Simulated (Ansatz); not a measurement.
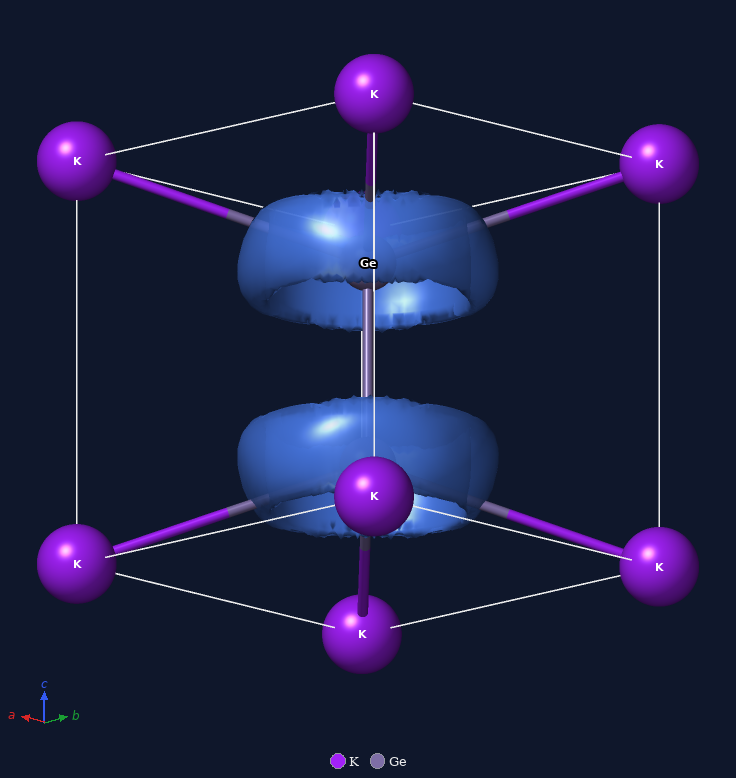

Figure 1: KGe2. Isosurface of the ELF at 0.6 (blue), seen at an oblique angle. Only the valence region is drawn (cores and ρ < 0.01 e/Å³ removed). Sticks mark near contacts.

Space group P4/mmm; a structure generated by program, which may or may not match a known phase; computed without spin polarisation.

The calculation used DFT PBE+D3(BJ), scalar-relativistic, plane waves, PAW (Ansatz).

```xyz
3
Lattice="4.7847 0.0000 0.0000 0.0000 4.7847 0.0000 0.0000 0.0000 4.8137" Properties=species:S:1:pos:R:3 pbc="T T T"
K     0.0000    0.0000    0.0000
Ge    2.3924    2.3924    1.1980
Ge    2.3924    2.3924    3.6157
```

> Identify the bonds, lone pairs and shells in this picture.

At this value the surface marks out two regions wrapped around Ge (the valence shell of each), counted in one cell of 3 atoms. Any copies at cell faces, edges or corners count once. Profiles from the grid: Ge–Ge (2.40 Å): the ELF reaches about 0.55 near the midpoint. K–Ge (3.59 Å): the ELF peaks at about 0.65 in the valence shell of Ge, 1.3 Å from its nucleus, and drops to about 0.05 between the two atoms.
